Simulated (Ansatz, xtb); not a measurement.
# Ligand exchange: HCl + C2H4FI → HI + C2H4ClF

Species: HCl (hydrogen chloride), singlet; C2H4FI `CC(F)I`, singlet; HI (hydrogen iodide), singlet; C2H4ClF `CC(F)Cl`, singlet. The partners trade Cl for I: H–Cl and C–I bonds give way to H–I and C–Cl.

Shapes, held fixed at every level: PBE0-D4/def2-TZVP. Programs: Ansatz 0.2.0, xtb 6.7.1. The zero-point and thermal change to 298 K, harmonic and unscaled (PBE0-D4/def2-TZVP), is -1.9 kJ/mol.

```tsv
level	kind	ΔH(298 K) (kJ/mol)	less CCSD(T)/def2-TZVPP
GFN2-xTB	semi-empirical	-38.5	-40.6
SPW92/def2-TZVPP	LDA	-2.8	-4.9
B3LYP-D4/def2-TZVPP	global hybrid	+2.0	-0.1
BHLYP-D4/def2-TZVPP	global hybrid	-1.1	-3.2
wB97X-V/def2-TZVPP	range-separated hybrid	-4.0	-6.1
B2PLYP/def2-TZVPP	double hybrid	+0.6	-1.5
CCSD(T)/def2-SVP	coupled cluster or CI	-9.5	-11.6
CCSD/def2-TZVPP	coupled cluster or CI	0.0	-2.1
CCSD(T)/def2-TZVPP	coupled cluster or CI	+2.1	0.0
```

The highest level, CCSD(T)/def2-TZVPP, gives ΔH(298 K) = +2.1 kJ/mol; the levels span -38.5 to +2.1. That is about zero within the method's error. They disagree on the sign: 3 of 9 are positive. The column of differences is taken from that level and isn't an error. No measured value is set beside it here. For atoms past krypton def2 sets carry core potentials with scalar relativity. Outer-core shells of I are correlated, in sets that cover them unevenly.

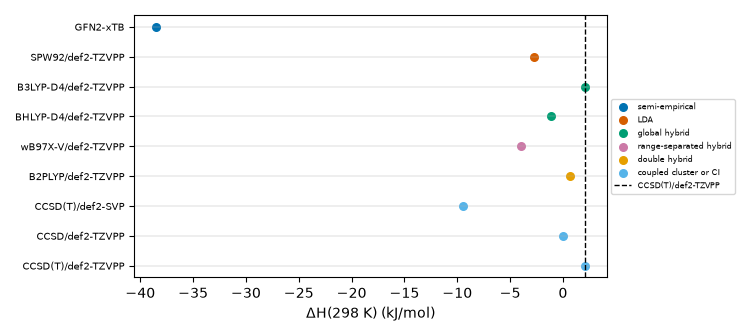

The values of the table, level by level.
